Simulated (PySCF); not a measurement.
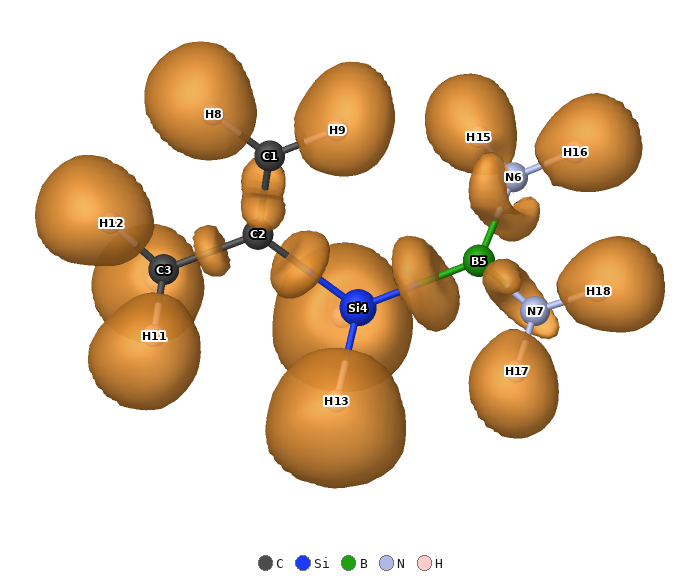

Figure 1: C₃H₁₁BN₂Si (SMILES C=C(C)[SiH2]B(N)N). Isosurface of the ELF at 0.85 (orange), seen across its widest extent. Only the valence region is drawn (cores and ρ < 0.01 e/Å³ removed).

Geometry: GFN2-xTB.

Theory: PBE0/pcSseg-1, SCF density, gas phase, non-relativistic in PySCF 2.14.0.

```xyz
18

C    -1.2476    1.1477    0.6882
C    -1.4184    0.1002   -0.1064
C    -2.7857   -0.4527   -0.3661
Si    0.0357   -0.7735   -0.9691
B     1.8010   -0.0589   -0.5004
N     2.1866    1.2482   -0.8441
N     2.7353   -0.8557    0.1833
H    -2.0736    1.6469    1.1772
H    -0.2698    1.5544    0.8920
H    -2.9873   -0.4575   -1.4359
H    -2.8349   -1.4847   -0.0223
H    -3.5605    0.1234    0.1381
H    -0.1596   -2.2113   -0.6496
H    -0.3211   -0.7063   -2.4099
H     1.5941    1.8929   -1.3346
H     3.0905    1.6360   -0.6289
H     2.5496   -1.7991    0.4704
H     3.6569   -0.5437    0.4417
```

What do the ELF domains correspond to?

Answer. The surface consists of two regions between bonded B–N atoms (shared pairs), one region between bonded B–Si atoms (shared pairs), two regions between bonded C–C atoms (shared pairs), one region between bonded C–Si atoms (shared pairs) and eleven regions around hydrogen nuclei. Profiles from the grid: C–C (1.33 Å): the ELF peaks at about 0.90 between the atoms; a multiple bond. B–N (1.41 Å): the ELF peaks at about 0.95 between the atoms: a short, strongly polar bond.
